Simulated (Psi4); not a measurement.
# CC3/def2-SVP (core potential) run of InNH4 (SMILES [NH2][InH2])

Aim: the energy change on altering one bond length of InNH4 at CC3/def2-SVP (core potential), from 2 runs. 

The calculation is run with Psi4 1.11.

2 further runs of the same task are left out: 2 set aside as unsound or not needed.

### Step 1. The system as given

The species is InNH4 (6 atoms), meant as a singlet with charge 0. As SMILES, `[NH2][InH2]`. Geometry: relaxed at PBE0-D4/def2-TZVP.

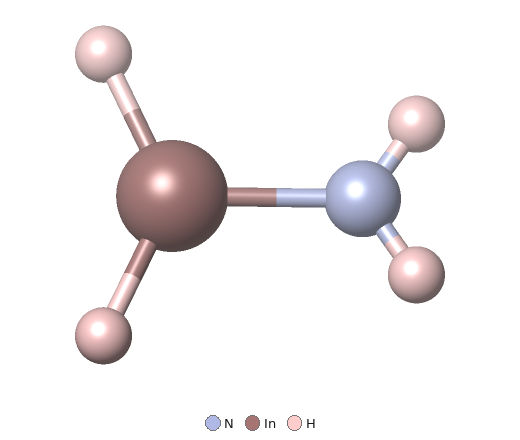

Viewed from a chosen angle; nitrogen light blue, indium brown, hydrogen pink.

### Step 2. A single-point energy at CC3/def2-SVP (core potential)

Contents of input.inp:

```
memory 2200 MB

molecule {
  N
  In 1 r2
  H 1 r3 2 a3
  H 1 r4 3 a4 2 d4
  H 2 r5 1 a5 3 d5
  H 2 r6 5 a6 1 d6

  r2 = 2.006982
  r3 = 1.006029
  a3 = 124.33148
  r4 = 1.006098
  a4 = 111.32922
  d4 = 179.68139
  r5 = 1.712237
  a5 = 114.98243
  d5 = 179.83438
  r6 = 1.712083
  a6 = 130.02136
  d6 = -179.95697
  symmetry c1
}

set {
  basis def2-SVP
  puream true
  e_convergence 1e-09
  d_convergence 1e-08
  scf_type pk
  num_frozen_docc 5
}

e_tot, wfn = energy('cc3', return_wfn=True)
```

On the command line:

```sh
$ psi4 -i input.inp -o input.out -n 1
```

input.out:

```text
[...]
    !!!  WARNING: ECP capability is in beta. Please check occupations closely.  !!!
[...]
  Running in c1 symmetry.
[...]
  Nuclear repulsion =   70.741603749912130
[...]
  Multiplicity = 1
[...]
  Nalpha       = 16
  Nbeta        = 16
[...]
    Number of basis functions: 60
[...]
   @RHF iter   1:  -245.77898332911334   -1.54273e+00   8.87600e-03 ADIIS/DIIS
[...]
   @RHF iter  11:  -245.91295112630124   -1.47793e-12   2.13460e-09 DIIS
[...]
    Orbital Energies [Eh]
    ---------------------
    Doubly Occupied:
       1A    -15.514005     2A     -5.374929     3A     -3.635956
       4A     -3.627850     5A     -3.627775     6A     -1.085690
       7A     -1.022778     8A     -1.018348     9A     -1.016368
      10A     -1.014616    11A     -0.995188    12A     -0.616201
      13A     -0.570697    14A     -0.444374    15A     -0.408711
      16A     -0.370819
[...]
  @RHF Final Energy:  -245.91295112630124
   => Energetics <=
    Nuclear Repulsion Energy =             70.7416037499121302
    One-Electron Energy =                -552.6204985624860910
    Two-Electron Energy =                 235.9659436862727091
    Total Energy =                       -245.9129511263012375
[...]
 Multipole Moments:
 ------------------------------------------------------------------------------------
     Multipole            Electronic (a.u.)      Nuclear  (a.u.)        Total (a.u.)
 ------------------------------------------------------------------------------------
 L = 1.  Multiply by 2.5417464519 to convert [e a0] to [Debye]
 Dipole X            :          0.0025990           -0.0060511           -0.0034521
 Dipole Y            :          0.0007353           -0.0004121            0.0003232
 Dipole Z            :         18.9577199          -19.0635464           -0.1058264
 Magnitude           :                                                    0.1058832
[...]
      * MP2 total energy                      = -246.186944926720173
[...]
```

Wall time 4.7 min (1 thread of Intel Xeon at 2.50GHz (Skylake/Cascade Lake), shared host); peak memory 0.28 GiB.

### Step 3. The distorted shape

Contents of job.inp:

```
memory 2.2 GB

molecule m {
  0 1
  N
  In 1 R2
  H 1 R3 2 A3
  H 1 R4 3 A4 2 D4
  H 2 R5 1 A5 3 D5
  H 2 R6 5 A6 1 D6

  R2 = 2.006982
  R3 = 1.006029
  A3 = 124.33148
  R4 = 1.157
  A4 = 111.3292
  D4 = 179.68137
  R5 = 1.712237
  A5 = 114.98243
  D5 = 179.83438
  R6 = 1.712083
  A6 = 130.02136
  D6 = -179.95697
  symmetry c1
}

set globals {
  basis           def2-SVP
  puream          true
  e_convergence   1e-09
  d_convergence   1e-08
  scf_type        pk
  num_frozen_docc 5
}

energy_value, wavefunction = energy('cc3', return_wfn=True)
```

On the command line:

```sh
$ psi4 -n 1 job.inp job.out
```

job.out:

```text
[...]
    !!!  WARNING: ECP capability is in beta. Please check occupations closely.  !!!
[...]
  Running in c1 symmetry.
[...]
  Nuclear repulsion =   70.056172240379539
[...]
  Multiplicity = 1
[...]
  Nalpha       = 16
  Nbeta        = 16
[...]
    Number of basis functions: 60
[...]
   @RHF iter   1:  -245.77771710742405   -1.51251e+00   8.13783e-03 DIIS/ADIIS
[...]
   @RHF iter  10:  -245.89620962162581   -9.37916e-12   9.59726e-09 DIIS
[...]
    Orbital Energies [Eh]
    ---------------------
    Doubly Occupied:
       1A    -15.527779     2A     -5.375149     3A     -3.636140
       4A     -3.628112     5A     -3.628013     6A     -1.072020
       7A     -1.022813     8A     -1.018602     9A     -1.016520
      10A     -1.014842    11A     -0.985530    12A     -0.591383
      13A     -0.560270    14A     -0.441267    15A     -0.408224
      16A     -0.369516
[...]
  @RHF Final Energy:  -245.89620962162581
   => Energetics <=
    Nuclear Repulsion Energy =             70.0561722403795386
    One-Electron Energy =                -551.3124031778171457
    Two-Electron Energy =                 235.3600213158118208
    Total Energy =                       -245.8962096216258146
[...]
 Multipole Moments:
 ------------------------------------------------------------------------------------
     Multipole            Electronic (a.u.)      Nuclear  (a.u.)        Total (a.u.)
 ------------------------------------------------------------------------------------
 L = 1.  Multiply by 2.5417464519 to convert [e a0] to [Debye]
 Dipole X            :          0.0036245           -0.0071704           -0.0035459
 Dipole Y            :          0.1667836           -0.1787502           -0.0119666
 Dipole Z            :         19.0800743          -19.1853791           -0.1053048
 Magnitude           :                                                    0.1060418
[...]
      * MP2 total energy                      = -246.173584116894773
[...]
```

It took 4.2 min on 1 thread of Intel Xeon at 2.50GHz (Skylake/Cascade Lake), shared host; peak memory 0.28 GiB.

### Step 4. What came out

At CC3/def2-SVP (core potential), 5 core orbitals frozen:

```
                                                         quantity          value
                   first shape: ground-state or mean-field energy  -246.22297 Eh
                 first shape: HOMO energy (Hartree–Fock orbitals)      -10.09 eV
                 first shape: LUMO energy (Hartree–Fock orbitals)        1.51 eV
               first shape: HOMO–LUMO gap (Hartree–Fock orbitals)       11.60 eV
         first shape: correlation energy (5 core orbitals frozen)     -310.0 mEh
                                       first shape: T1 diagnostic          0.016
               distorted shape: ground-state or mean-field energy  -246.21036 Eh
             distorted shape: HOMO energy (Hartree–Fock orbitals)      -10.06 eV
             distorted shape: LUMO energy (Hartree–Fock orbitals)        1.52 eV
           distorted shape: HOMO–LUMO gap (Hartree–Fock orbitals)       11.57 eV
     distorted shape: correlation energy (5 core orbitals frozen)     -314.1 mEh
                                   distorted shape: T1 diagnostic          0.017
energy change with the N1–H4 bond stretched from 1.006 to 1.157 Å       0.343 eV
```

What this shows: With the N1–H4 bond stretched from 1.006 to 1.157 Å the energy rises by 0.34 eV (7.9 kcal/mol). The first shape isn't relaxed at this level, so the change isn't measured from a minimum.
